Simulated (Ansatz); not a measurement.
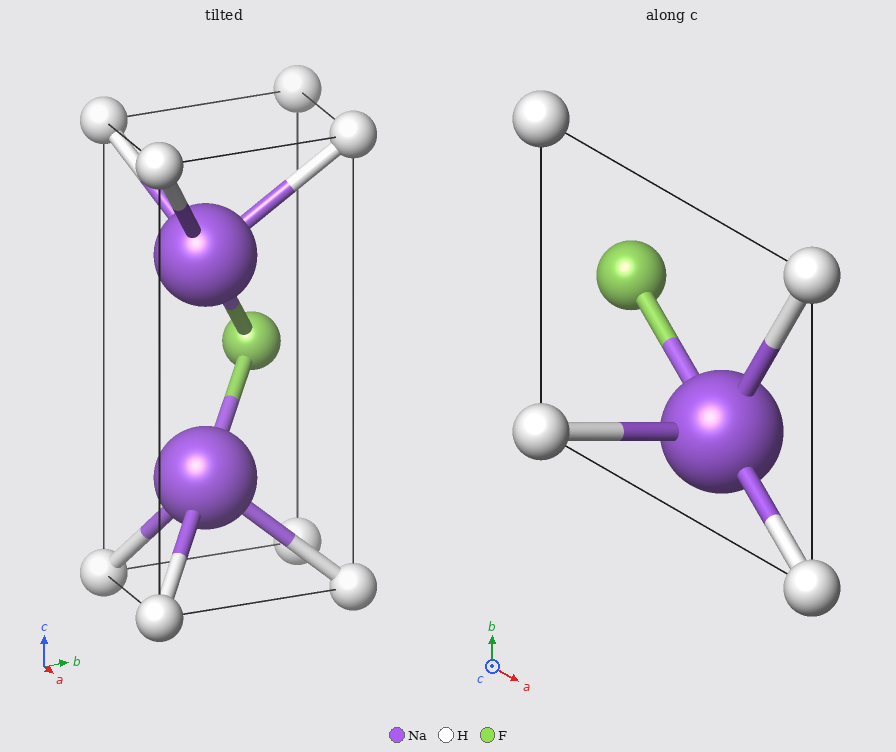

Ball-and-stick drawing of the structure, looking slightly off an axis and along the c axis. The conventional unit cell is drawn as a box.

Na2HF, space group P-6m2 (No. 187), a = 3.293 Å, b = 3.293 Å, c = 5.781 Å, α = 90.00°, β = 90.00°, γ = 120.00°. Its origin is a structure type filled with these elements by a generator (whether the compound takes this form wasn't checked). Earlier steps of the study may have refined or changed the cell and positions. It was the input of a calculation with Ansatz.

This one geometry was computed with Ansatz (DFT, plane waves, PAW) at three levels of theory: HSE06, LDA and PBE.

Q: Which level gives the highest pressure at this volume, and what does that say about its equilibrium volume?

A: Highest: PBE (0.0 GPa), which points to the largest equilibrium volume. Lowest, with the smallest volume: LDA (-3.8 GPa). Levels within 0.5 GPa of each other can't be told apart.

Q: How does the band gap change with the level of theory?

A: LDA: a gap of 2.72 eV, indirect; PBE: a gap of 3.20 eV, indirect; HSE06: a gap of 4.40 eV, indirect.

Q: Collect the results in a table.

A:
| level | cutoff (eV) | k-mesh of the run's cell | gap (eV) | pressure (GPa) |
| --- | --- | --- | --- | --- |
| HSE06 | 420 | 6×6×4 | 4.40 | -1.1 |
| LDA | 420 | 9×9×4 | 2.72 | -3.8 |
| PBE | 420 | 9×9×4 | 3.20 | 0.0 |

Gaps are taken on the k-mesh or band path of each run.
